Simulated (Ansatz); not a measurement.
## Run report: SiH4ClF, frequency calculation

SiH4ClF, computed with RKS B3LYP/def2-SVP (Ansatz 0.2.0).

It belongs to a series of runs on one base structure; here: vibrations at the highest image of the band.

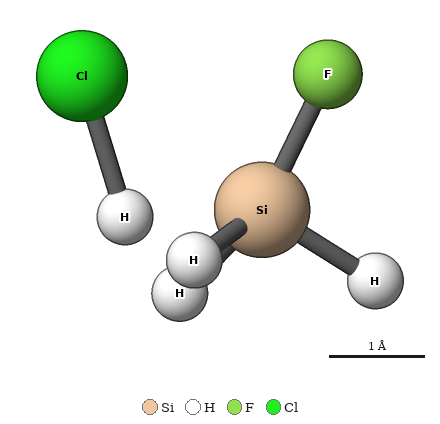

*The input geometry (ball-and-stick view, seen at a tilt).*

### Key numbers

| quantity | value |
| --- | --- |
| outcome | converged |
| total energy | −23174.3411 eV |
| mean-field energy | −23174.3411 eV |
| largest force (length of the vector) | 0.022 eV/Å |
| hardware | 1 thread of Arm Neoverse V2, 24 GiB of memory available, shared host |
| wall time | 44 s |
| peak memory | 0.13 GiB |

### Input file
```yaml
crystal:
  periodic: [false, false, false]
  atoms:
    - { symbol: Si, position_ang: [-0.196472, -0.094956, -0.046097] }
    - { symbol: H, position_ang: [0.100531, 0.613801, 1.447032] }
    - { symbol: H, position_ang: [1.239728, -0.47965, -0.0373] }
    - { symbol: H, position_ang: [-0.564918, 1.154446, -0.736171] }
    - { symbol: F, position_ang: [-0.820005, -1.377281, -0.822646] }
    - { symbol: Cl, position_ang: [-2.245575, -0.288531, 1.456473] }
    - { symbol: H, position_ang: [-0.833188, 0.366173, 1.68461] }
basis:
  gaussian: { orbitals: def2-SVP }
hamiltonian:
  xc: b3lyp
phonons: {}
```

Command:
```bash
ansatz run input.yaml --threads 1 --pin off --max-ram 2048MiB --backend cpu --events-out ev --progress --plain --runs-dir out
```

### Output
```
Engine: ansatz 0.2.0, aarch64-unknown-linux-gnu
Functional definition: B3LYP
  parameter a0 = 0.2
  parameter ax = 0.72
  parameter ac = 0.81
  exchange = (1 - a0 - ax)*slater_x + ax*b88_x + a0*exact_x
  correlation = (1 - ac)*vwn_rpa_c + ac*lyp_c
701 factors; integrals over basis functions are off by at most 4.8e-4 eV
mean field evaluation 1: about -23172.7405 eV, gradient 3.1e1 eV
mean field evaluation 2: about -23169.9256 eV, gradient 5.4e1 eV
mean field evaluation 4: about -23174.3357 eV, gradient 1.4e0 eV
mean field evaluation 8: about -23174.3409 eV, gradient 8.2e-3 eV
mean field -23174.34090248 eV, -851.6413200337 hartree, gradient 7.8e-6 eV, S^2 0.000000; 0 other end points of the search recorded, 0 dependent functions left out
the calculation of the forces begins
reference -23174.34111534 eV, -851.6413278561 hartree; 22, 22 occupied and 48, 48 virtual orbitals, 701 factors
these checks for a lower state are left out or cut short: stability, starts, cluster_reference, orbital_swaps, neighbouring_geometries, increment
701 factors; integrals over basis functions are off by at most 4.7e-4 eV
mean field evaluation 16: about -23174.3407 eV, gradient 1.4e-1 eV
mean field -23174.34079912 eV, -851.6413162352 hartree, gradient 2.8e-6 eV, S^2 0.000000; 0 other end points of the search recorded, 0 dependent functions left out
[... from here on the field's lines of each further geometry are left out, up to the last ...]
the calculation of the forces begins
reference -23174.34111033 eV, -851.6413276719 hartree; 22, 22 occupied and 48, 48 virtual orbitals, 701 factors
these checks for a lower state are left out or cut short: stability, starts, cluster_reference, orbital_swaps, neighbouring_geometries, increment
701 factors; integrals over basis functions are off by at most 4.7e-4 eV
mean field -23174.34087507 eV, -851.6413190263 hartree, gradient 1.8e-6 eV, S^2 0.000000; 0 other end points of the search recorded, 0 dependent functions left out
the calculation of the forces begins
reference -23174.34108791 eV, -851.6413268483 hartree; 22, 22 occupied and 48, 48 virtual orbitals, 701 factors
WARN: phonons: modes at or below zero, which the zero-point energy, F, S and C_V leave out: 1, the lowest at -1017.93 cm⁻¹. A minimum has none, and a first-order saddle one
Total energy: -23174.34111534 eV, -851.6413278561 hartree
Atom 0 at    -0.196472    -0.094956    -0.046097 Å, force    -0.008653     0.009962    -0.006655 eV/Å
Atom 1 at     0.100531     0.613801     1.447032 Å, force     0.014908     0.001999    -0.004654 eV/Å
Atom 2 at     1.239728    -0.479650    -0.037300 Å, force    -0.000796     0.000039     0.009481 eV/Å
Atom 3 at    -0.564918     1.154446    -0.736171 Å, force     0.001119    -0.000864    -0.004936 eV/Å
Atom 4 at    -0.820005    -1.377281    -0.822646 Å, force     0.003019    -0.003979    -0.003989 eV/Å
Atom 5 at    -2.245575    -0.288531     1.456473 Å, force     0.007434     0.006301     0.006277 eV/Å
Atom 6 at    -0.833188     0.366173     1.684610 Å, force    -0.017032    -0.013458     0.004475 eV/Å
Dipole moment:     0.428669     0.316854     0.051131 e Å
Vibrations: -1017.93 99.42 230.55 432.64 670.62 844.04 875.17 878.28 969.98 1012.12 1107.68 1560.43 1923.66 2237.61 2316.03 cm⁻¹, zero-point energy 0.939691 eV
```

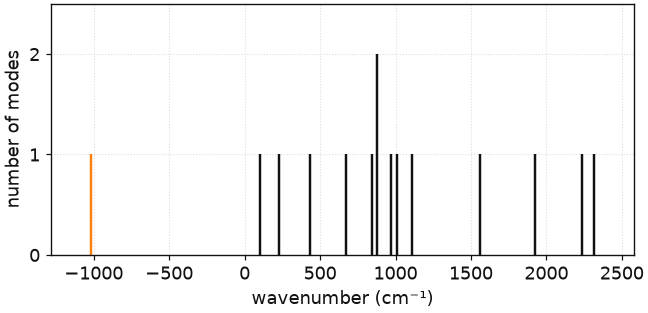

*Harmonic vibrational wavenumbers from the force constants; neighbouring modes closer than 15 cm⁻¹ are counted in one stick, and imaginary ones are drawn at negative wavenumbers.*

15 modes from 1018i to 2316 cm⁻¹, 1 imaginary beyond 8i (1018i cm⁻¹): a first-order saddle point, if the geometry is stationary.
